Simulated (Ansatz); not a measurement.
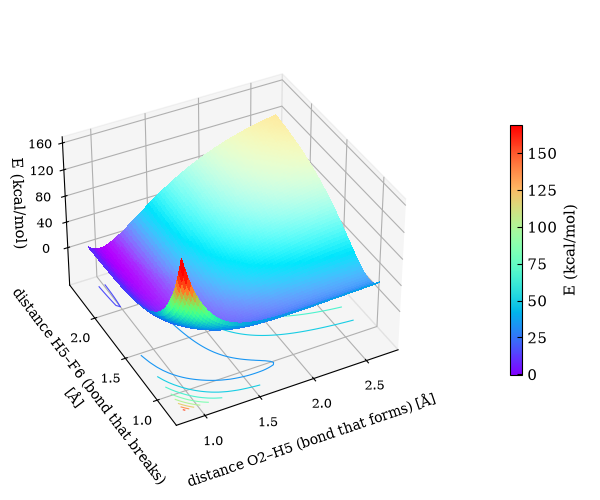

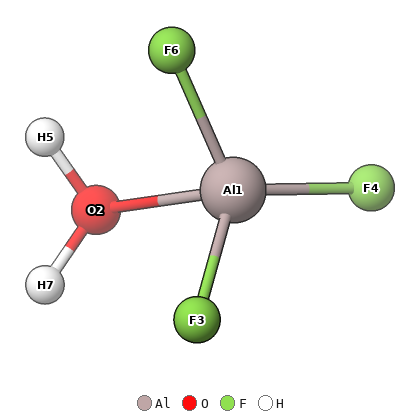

Energy landscape of the reacting system AlF3H2O. Coordinates scanned: (1) distance O2–H5 (bond that forms); (2) distance H5–F6 (bond that breaks). Relaxed at each point: all other coordinates. Grid: 13 × 13 points. Points are written as (first, second). All energies are given in kcal/mol relative to the lowest grid point. The reference is spin-restricted, so regions where a bond is pulled apart into radicals lie too high. All numbers below come from RKS PBE-D4/def2-SVP (Ansatz).

In the figure: a relief with its contours projected below. Between grid points the surface is interpolated. The second picture is the structure at the lowest point.

Question: Describe this landscape.

Answer: The lowest grid point is at (0.954 Å, 2.319 Å). It lies at the edge of the scanned range, so the true minimum may lie outside. The highest grid point, (0.873 Å, 0.819 Å), lies 169 kcal/mol above the lowest.

Grid values (kcal/mol):

```csv
"second ↓, first →",0.873,0.954,1.065,1.191,1.329,1.476,1.630,1.791,1.957,2.129,2.306,2.487,2.673
2.319,8,0,2,14,30,48,65,80,93,103,112,119,124
2.164,8,0,2,14,29,46,62,77,89,100,108,115,120
2.013,9,1,2,13,28,44,60,73,85,95,103,110,115
1.866,11,2,3,12,26,41,56,69,80,89,97,103,108
1.723,13,3,3,11,24,38,51,63,73,82,89,95,99
1.584,16,5,4,10,21,34,45,56,65,73,79,85,89
1.450,21,9,5,10,19,29,39,48,56,63,68,73,76
1.321,30,15,9,10,16,24,32,39,45,51,55,59,62
1.199,43,25,14,12,15,19,25,30,35,39,42,45,47
1.084,63,40,24,17,15,17,20,23,26,29,31,33,34
0.979,91,62,39,26,20,18,19,20,21,23,25,26,27
0.886,129,93,62,43,32,27,25,25,26,26,27,28,29
0.819,169,126,88,64,50,43,39,38,38,38,38,39,40
```

The input of one point:

```yaml
crystal:
  periodic: [false, false, false]
  atoms:
    - { symbol: Al, position_ang: [-0.541198, -0.573439, 0.259183] }
    - { symbol: O, position_ang: [0.961129, 0.670622, -0.030737] }
    - { symbol: F, position_ang: [-0.376635, -1.468866, -1.149924] }
    - { symbol: F, position_ang: [-0.297304, -1.352921, 1.715222] }
    - { symbol: H, position_ang: [0.499708, 1.498403, -0.140214] }
    - { symbol: F, position_ang: [-1.646487, 0.706001, 0.238872] }
    - { symbol: H, position_ang: [1.400788, 0.520094, -0.8925] }
basis:
  gaussian: { orbitals: def2-SVP }
hamiltonian:
  xc: pbe
  dispersion: d4
output:
  forces: true
relax:
  f_tol: 0.02
  max_steps: 50
  escape_saddle: false
  constraints: [{ distance: [1, 4] }, { distance: [4, 5] }]
scf:
  lower_state_search: "off"
```

Each point was launched as `ansatz run input.yaml --threads 1 --pin off --max-ram 2560MiB --backend cpu --events-out ev --progress --plain --runs-dir out`. The whole map (169 points run) took 46 min on 1 thread of Arm Neoverse N1, with other jobs on the host.
